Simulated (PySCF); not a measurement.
C$_{6}$H$_{11}$AlO (SMILES C[O][AlH][C@H]1C=CCC1)

The calculation's input:

```
{"job": {"kind": "nmr", "xc": "PBE0", "basis": "pcSseg-1"}, "charge": 0, "multiplicity": 1}
C      3.435646     0.712346    -0.220242
O      2.207504     0.083827     0.000915
Al     0.799935    -0.712467     0.312758
C     -0.752330    -0.892539    -1.005709
C     -1.723021    -1.453811    -0.039764
C     -2.203950    -0.497541     0.757660
C     -1.596155     0.812587     0.383845
C     -1.182347     0.585669    -1.061990
H      3.699371     1.329505     0.641673
H      3.379497     1.346045    -1.108446
H      4.216298    -0.037384    -0.368482
H      0.605007    -1.362611     1.687901
H     -0.746175    -1.383570    -1.979301
H     -1.972688    -2.500743     0.009150
H     -2.892656    -0.613300     1.575736
H     -0.642164     0.929245     0.973291
H     -2.216497     1.688022     0.563408
H     -0.385800     1.263548    -1.384160
H     -2.039279     0.712423    -1.730541
```

Command:

```sh
OMP_NUM_THREADS=1 python probes_run.py task.json out
```

Geometry: GFN2-xTB.

Method: PBE0/pcSseg-1, SCF density, gas phase, non-relativistic (PySCF 2.14.0).

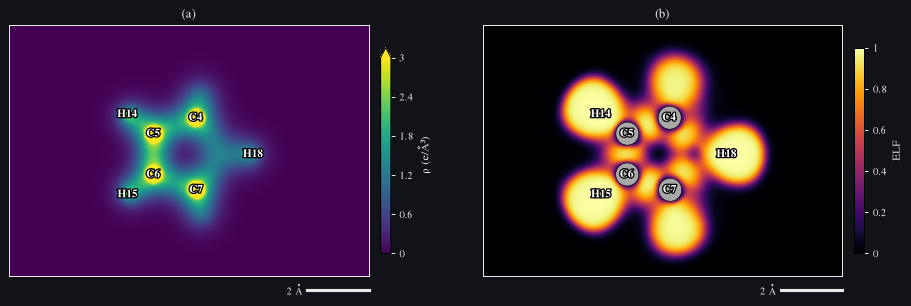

Figure 1. (a) electron density; (b) ELF on the plane of atoms C5, C6 and H15. Grey discs cover the atomic cores in the ELF map.

Q: What do the fields say about this system?

A: Atoms in the plane: C and H.
C–C (1.33 Å): ρ is about 2.3 e/Å³ halfway; the ELF peaks at about 0.90 between the atoms (a short, multiple covalent bond).
C–H (1.08 Å): ρ at the midpoint is about 2 e/Å³; the ELF climbs to about 1 towards the hydrogen, as it does in any bond to H: an ordinary covalent bond to hydrogen.
C–C (1.48 Å): the density is about 1.8 e/Å³ at the midpoint; the ELF peaks at about 0.95 between the atoms (localised, covalent bonding).
C–C (1.49 Å): ρ is about 1.7 e/Å³ halfway; the ELF peaks at about 0.95 between the atoms: localised, covalent bonding.

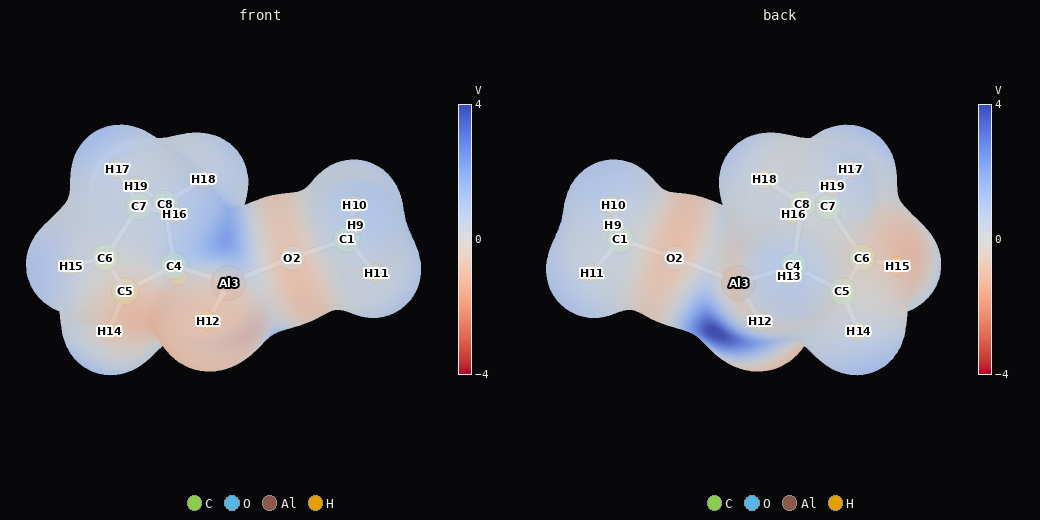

Figure 2. The electrostatic potential painted on the density surface at 0.004 e/bohr³, seen from the front and from behind; the colour scale runs from red (negative) to blue (positive).

Q: Describe the electrostatic potential map.

A: The most negative region (about −1.0 V) lies over C5, C6 and H12, the most positive (about +3.6 V) over Al3.
